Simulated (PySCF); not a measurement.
## Electronic structure of ClH8NOSi3 in real space

Input

```
{"job": {"kind": "nmr", "xc": "PBE0", "basis": "pcSseg-1"}, "charge": 0, "multiplicity": 1}
Si    -0.338235     0.164352    -1.306059
Si    -2.237022     0.493756     0.002234
N      1.168624     0.575090    -0.563780
Si     1.925708    -0.222447     0.792724
O     -0.370936    -1.423745    -1.774245
Cl    -0.460196     1.435969    -2.955541
H     -2.297405     1.935784     0.391274
H     -2.164602    -0.336417     1.244140
H     -3.469775     0.138051    -0.761673
H      1.635863     1.391342    -0.950324
H      0.913317    -1.157316     1.364442
H      2.344369     0.773301     1.825113
H      3.137119    -1.005935     0.395375
H      0.369887    -1.730427    -2.309200
```

Run with:

```sh
OMP_NUM_THREADS=1 python cluster_run.py task.json out
```

Geometry: PBE0-D3(BJ)/def2-SVP.

Computed with PBE0/pcSseg-1, SCF density, gas phase, non-relativistic in PySCF.

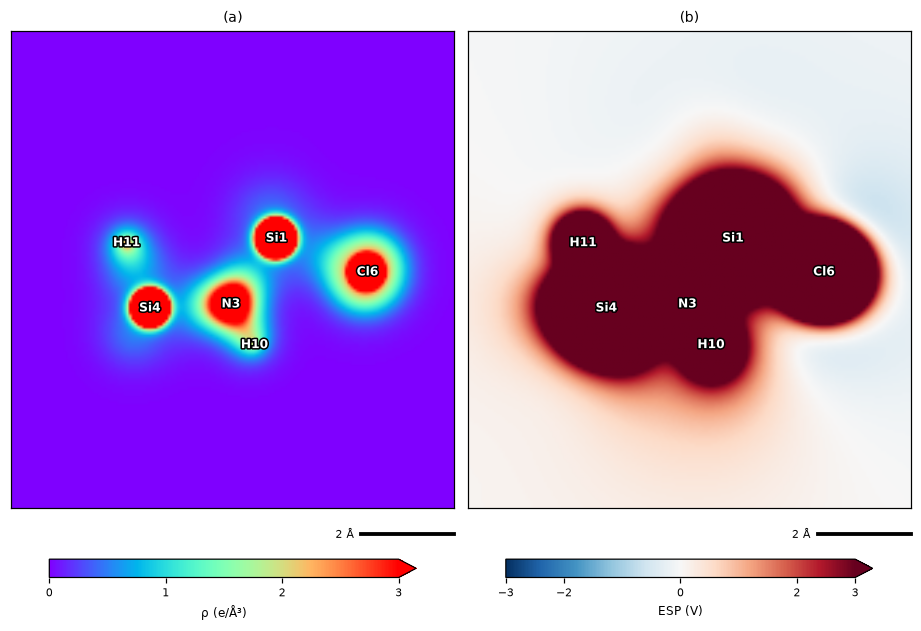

Figure 1. (a) electron density; (b) molecular electrostatic potential on the plane of atoms N3, Si1 and Cl6.

Question: Describe what can be read from this map.

Answer:
- The section cuts through Si, N, Cl and H sites.
- Si–N (1.73 Å): ρ is about 1.1 e/Å³ halfway.
- Si–Cl (2.09 Å): ρ at the midpoint is about 0.86 e/Å³.
- N–H (1.02 Å): the density is about 2.7 e/Å³ at the midpoint.
- Si–H (1.49 Å): ρ is about 0.79 e/Å³ halfway.
- Outside the dense part of the molecule the potential is most negative (−0.6 V) near Cl6.

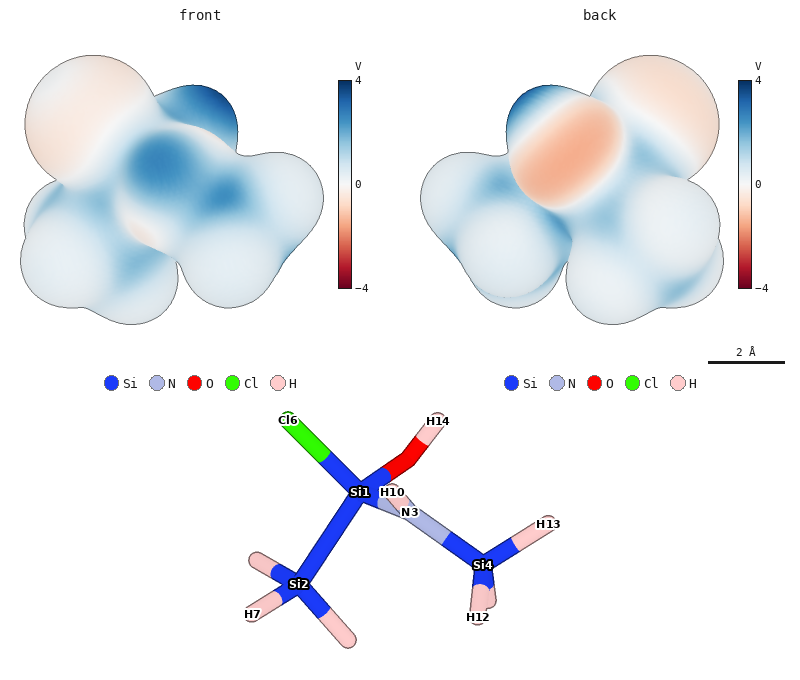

Figure 2. The molecular electrostatic potential painted on the density surface at 0.004 e/bohr³, seen from the front and from behind; red is negative and blue positive. The bare structure is drawn below in the same view.

Question: Where is the surface potential most negative and most positive?

Answer: The most negative region (about −1.4 V) lies over O5, the most positive (about +3.3 V) over H14. O5 is the likeliest acceptor of a hydrogen bond.

Question: What dipole moment does the calculation give?

Answer: Its dipole moment is 2.00 D.
